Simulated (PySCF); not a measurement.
# Cobalt: the same states on changed settings

These states were run before on sound settings. What differs here: 26 angular points, unsound on purpose. What does it move?

The numbers are computed with PySCF 2.14.0 (unrestricted determinants in a Gaussian basis, no spin-orbit coupling in the energies), except any that are marked as measured or tabulated.

### 1 The atom as given

```
Element     : cobalt (Z = 27)
Basis       : def2-SVP
Hamiltonian : no relativity, point nucleus
State 1     : Co⁺: [Ar] 3d8, high-spin 3F determinant
State 2     : Co²⁺: [Ar] 3d7, high-spin 4F determinant
Methods     : TPSS, PBE0
```

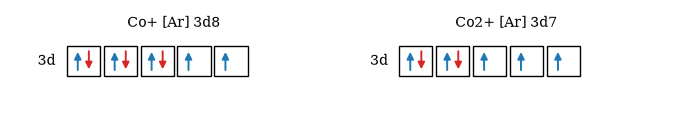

Occupation of the outer shells (arrows by Hund's rule).

The sound run (def2-SVP, the non-relativistic Hamiltonian (point nucleus), symmetry-adapted start, fine grid, valence correlation) gave:

```tsv
species	method	energy (hartree)
Co⁺	UHF	-1380.91051
Co⁺	TPSS	-1382.26820
Co⁺	PBE0	-1382.00644
Co⁺	MP2 (valence)	-1381.08717
Co²⁺	UHF	-1380.40181
Co²⁺	TPSS	-1381.65650
Co²⁺	PBE0	-1381.39806
Co²⁺	MP2 (valence)	-1380.50736
```

One driver process ran all states and methods and kept the integrals in memory. Each run is shown as a PySCF script that sums up its settings (the driver passes frozen orbitals as a list and adds second-order terms of double hybrids); the logs are those of the runs themselves. The driver starts from symmetry-adapted Hartree-Fock orbitals, holds the occupation by maximum overlap and uses a logarithmic radial grid for functionals, so a plain start would take other cycles.

It was started by

```bash
> OMP_NUM_THREADS=1 python atomrun2.py TASK.json OUT
```

The integrals over 31 functions and the set-up took 0.04 s of CPU time.

The grid is set inside the driver, so the scripts do not show it: 26 angular points.

### 2 Changed run, Co⁺

TPSS:

Input file input.py:

```python
from pyscf import gto, scf, dft, mp, cc
import basis_set_exchange as bse
mol = gto.M(atom="Co 0 0 0", charge=1, spin=2, symmetry="D2h",
            basis=gto.basis.parse(bse.get_basis("def2-SVP", elements=["Co"], fmt="nwchem", header=False)))
mf = dft.UKS(mol, xc="TPSS")
mf.irrep_nelec = {'Ag': (5, 3), 'B1g': (1, 1), 'B2g': (1, 1), 'B3g': (1, 1), 'B1u': (2, 2), 'B2u': (2, 2), 'B3u': (2, 2)}
mf.kernel()
```

Log:

```text
damping factor = 0
level_shift factor = 0
DIIS = <class 'pyscf.scf.diis.CDIIS'>
diis_start_cycle = 1
diis_space = 10
diis_damp = 0
SCF conv_tol = 1e-09
SCF conv_tol_grad = None
number electrons alpha = 14  beta = 12
XC functionals = TPSS
    J. Tao, J. P. Perdew, V. N. Staroverov, and G. E. Scuseria.,  Phys. Rev. Lett. 91, 146401 (2003)
    J. P. Perdew, J. Tao, V. N. Staroverov, and G. E. Scuseria.,  J. Chem. Phys. 120, 6898 (2004)
    J. Tao, J. P. Perdew, V. N. Staroverov, and G. E. Scuseria.,  Phys. Rev. Lett. 91, 146401 (2003)
    J. P. Perdew, J. Tao, V. N. Staroverov, and G. E. Scuseria.,  J. Chem. Phys. 120, 6898 (2004)
cycle= 1 E= -1382.31062777369  delta_E= -0.0008  |g|= 0.127  |ddm|= 0.109
cycle= 2 E= -1382.30401834092  delta_E= 0.00661  |g|= 0.193  |ddm|= 0.156
cycle= 3 E= -1382.3153905956  delta_E= -0.0114  |g|= 0.00174  |ddm|= 0.0962
cycle= 4 E= -1382.31539183436  delta_E= -1.24e-06  |g|= 0.000169  |ddm|= 0.00135
cycle= 5 E= -1382.31539184508  delta_E= -1.07e-08  |g|= 1.29e-05  |ddm|= 0.000123
cycle= 6 E= -1382.31539184513  delta_E= -4.91e-11  |g|= 1.32e-07  |ddm|= 6.36e-06
converged SCF energy = -1382.31539184513  <S^2> = 2.0006927  2S+1 = 3.0004618
```

Time after the integrals: 0.09 s (1 thread of Intel Xeon Platinum 8375C at 2.90GHz, shared host).

Orbital energies by shell (radii are means over both spins):

```tsv
shell	electrons	mean orbital energy (eV)	spread (eV)	rms radius (bohr)
1s α	1	-7531.3	0	0.0659
1s β	1	-7531.3	0	0.0659
2s α	1	-886.25	0	0.280
2s β	1	-885.40	0	0.280
2p α	3	-768.32	0	0.250
2p β	3	-767.63	0	0.250
3s α	1	-102.52	0	0.846
3s β	1	-100.21	0	0.846
3p α	3	-67.395	0	0.900
3p β	3	-65.079	0	0.900
3d α	5	-10.829	0.866	1.23
3d β	3	-10.292	0	1.23
```

⟨S²⟩ = 2.001, ⟨L²⟩ = 12.01.

PBE0:

input.py, as changed from the run before:

```diff
@@ -4,3 +4,3 @@
             basis=gto.basis.parse(bse.get_basis("def2-SVP", elements=["Co"], fmt="nwchem", header=False)))
-mf = dft.UKS(mol, xc="TPSS")
+mf = dft.UKS(mol, xc="PBE0")
 mf.irrep_nelec = {'Ag': (5, 3), 'B1g': (1, 1), 'B2g': (1, 1), 'B3g': (1, 1), 'B1u': (2, 2), 'B2u': (2, 2), 'B3u': (2, 2)}
```

Log:

```text
damping factor = 0
level_shift factor = 0
DIIS = <class 'pyscf.scf.diis.CDIIS'>
diis_start_cycle = 1
diis_space = 10
diis_damp = 0
SCF conv_tol = 1e-09
SCF conv_tol_grad = None
number electrons alpha = 14  beta = 12
XC functionals = PBE0
    C. Adamo and V. Barone.,  J. Chem. Phys. 110, 6158 (1999)
    M. Ernzerhof and G. E. Scuseria.,  J. Chem. Phys. 110, 5029 (1999)
cycle= 1 E= -1382.02742888613  delta_E= -0.00177  |g|= 0.0738  |ddm|= 0.0704
cycle= 2 E= -1382.02637866936  delta_E= 0.00105  |g|= 0.0943  |ddm|= 0.0816
cycle= 3 E= -1382.02904288368  delta_E= -0.00266  |g|= 0.00123  |ddm|= 0.0464
cycle= 4 E= -1382.0290439756  delta_E= -1.09e-06  |g|= 0.000158  |ddm|= 0.00138
cycle= 5 E= -1382.02904399845  delta_E= -2.28e-08  |g|= 6.94e-06  |ddm|= 0.000237
cycle= 6 E= -1382.02904399846  delta_E= -1.5e-11  |g|= 9.38e-07  |ddm|= 4.43e-06
converged SCF energy = -1382.02904399846  <S^2> = 2.0007639  2S+1 = 3.0005092
```

It took 0.07 s on 1 thread of Intel Xeon Platinum 8375C at 2.90GHz, shared host, the integrals not counted.

### 3 Changed run, Co²⁺

TPSS:

Input file input.py:

```python
from pyscf import gto, scf, dft, mp, cc
import basis_set_exchange as bse
mol = gto.M(atom="Co 0 0 0", charge=2, spin=3, symmetry="D2h",
            basis=gto.basis.parse(bse.get_basis("def2-SVP", elements=["Co"], fmt="nwchem", header=False)))
mf = dft.UKS(mol, xc="TPSS")
mf.irrep_nelec = {'Ag': (5, 4), 'B1g': (1, 1), 'B2g': (1, 0), 'B3g': (1, 0), 'B1u': (2, 2), 'B2u': (2, 2), 'B3u': (2, 2)}
mf.kernel()
```

Log:

```text
damping factor = 0
level_shift factor = 0
DIIS = <class 'pyscf.scf.diis.CDIIS'>
diis_start_cycle = 1
diis_space = 10
diis_damp = 0
SCF conv_tol = 1e-09
SCF conv_tol_grad = None
number electrons alpha = 14  beta = 11
XC functionals = TPSS
    J. Tao, J. P. Perdew, V. N. Staroverov, and G. E. Scuseria.,  Phys. Rev. Lett. 91, 146401 (2003)
    J. P. Perdew, J. Tao, V. N. Staroverov, and G. E. Scuseria.,  J. Chem. Phys. 120, 6898 (2004)
    J. Tao, J. P. Perdew, V. N. Staroverov, and G. E. Scuseria.,  Phys. Rev. Lett. 91, 146401 (2003)
    J. P. Perdew, J. Tao, V. N. Staroverov, and G. E. Scuseria.,  J. Chem. Phys. 120, 6898 (2004)
cycle= 1 E= -1381.68981895629  delta_E= -0.00322  |g|= 0.0758  |ddm|= 0.0926
cycle= 2 E= -1381.6896347205  delta_E= 0.000184  |g|= 0.0787  |ddm|= 0.0849
cycle= 3 E= -1381.69169484167  delta_E= -0.00206  |g|= 0.000644  |ddm|= 0.0439
cycle= 4 E= -1381.69169504191  delta_E= -2e-07  |g|= 3.07e-05  |ddm|= 0.000571
cycle= 5 E= -1381.69169504236  delta_E= -4.55e-10  |g|= 2.1e-06  |ddm|= 2.77e-05
converged SCF energy = -1381.69169504236  <S^2> = 3.750723  2S+1 = 4.0003615
```

Time after the integrals: 0.08 s (1 thread of Intel Xeon Platinum 8375C at 2.90GHz, shared host).

Orbital energies by shell (radii are means over both spins):

```tsv
shell	electrons	mean orbital energy (eV)	spread (eV)	rms radius (bohr)
1s α	1	-7549.8	0	0.0659
1s β	1	-7549.8	0	0.0659
2s α	1	-905.13	0	0.280
2s β	1	-903.71	0	0.280
2p α	3	-787.13	0.002	0.250
2p β	3	-785.98	0.008	0.250
3s α	1	-120.97	0	0.842
3s β	1	-117.29	0	0.842
3p α	3	-85.644	0.001	0.894
3p β	3	-81.940	0.089	0.894
3d α	5	-28.019	1.097	1.13
3d β	2	-26.825	0.026	1.13
```

⟨S²⟩ = 3.751, ⟨L²⟩ = 12.01.

PBE0:

input.py, as changed from the run before:

```diff
@@ -4,3 +4,3 @@
             basis=gto.basis.parse(bse.get_basis("def2-SVP", elements=["Co"], fmt="nwchem", header=False)))
-mf = dft.UKS(mol, xc="TPSS")
+mf = dft.UKS(mol, xc="PBE0")
 mf.irrep_nelec = {'Ag': (5, 4), 'B1g': (1, 1), 'B2g': (1, 0), 'B3g': (1, 0), 'B1u': (2, 2), 'B2u': (2, 2), 'B3u': (2, 2)}
```

Log:

```text
damping factor = 0
level_shift factor = 0
DIIS = <class 'pyscf.scf.diis.CDIIS'>
diis_start_cycle = 1
diis_space = 10
diis_damp = 0
SCF conv_tol = 1e-09
SCF conv_tol_grad = None
number electrons alpha = 14  beta = 11
XC functionals = PBE0
    C. Adamo and V. Barone.,  J. Chem. Phys. 110, 6158 (1999)
    M. Ernzerhof and G. E. Scuseria.,  J. Chem. Phys. 110, 5029 (1999)
cycle= 1 E= -1381.41383290478  delta_E= -0.00246  |g|= 0.0457  |ddm|= 0.0622
cycle= 2 E= -1381.4140232337  delta_E= -0.00019  |g|= 0.0388  |ddm|= 0.0462
cycle= 3 E= -1381.41451663771  delta_E= -0.000493  |g|= 0.000764  |ddm|= 0.0215
cycle= 4 E= -1381.41451701923  delta_E= -3.82e-07  |g|= 6.34e-05  |ddm|= 0.000817
cycle= 5 E= -1381.41451702264  delta_E= -3.41e-09  |g|= 1.8e-06  |ddm|= 9.34e-05
cycle= 6 E= -1381.41451702264  delta_E= -8.64e-12  |g|= 3.41e-07  |ddm|= 8.38e-06
converged SCF energy = -1381.41451702264  <S^2> = 3.7509189  2S+1 = 4.0004594
```

Time after the integrals: 0.06 s (1 thread of Intel Xeon Platinum 8375C at 2.90GHz, shared host).

### 4 Against the sound run

```tsv
species	method	converged	energy less sound run (eV)
Co⁺	TPSS	yes	-1.2842
Co⁺	PBE0	yes	-0.6152
Co²⁺	TPSS	yes	-0.9576
Co²⁺	PBE0	yes	-0.4478
```

Ionisation energy of Co⁺:

```tsv
method	sound run (eV)	changed run (eV)	shift (eV)
UHF	13.842	13.842	+0.000
TPSS	16.645	16.972	+0.327
PBE0	16.555	16.722	+0.167
```

### 5 Summary of results

| quantity | value |
| --- | --- |
| change | 26 angular points |
| runs converged | 4 of 4 |
| largest shift of a converged total energy | 1.28 eV |
| largest shift of the ionisation energy | +0.327 eV (TPSS) |

**Reading.** The ionisation energy moves by up to 0.33 eV, at TPSS. A coarse angular grid integrates products of high-l functions wrongly, so density functionals can shift, and the SCF can exploit the error; Hartree-Fock and MP2 need no grid. The setting is unsound on purpose, so these numbers are no properties of the atom.
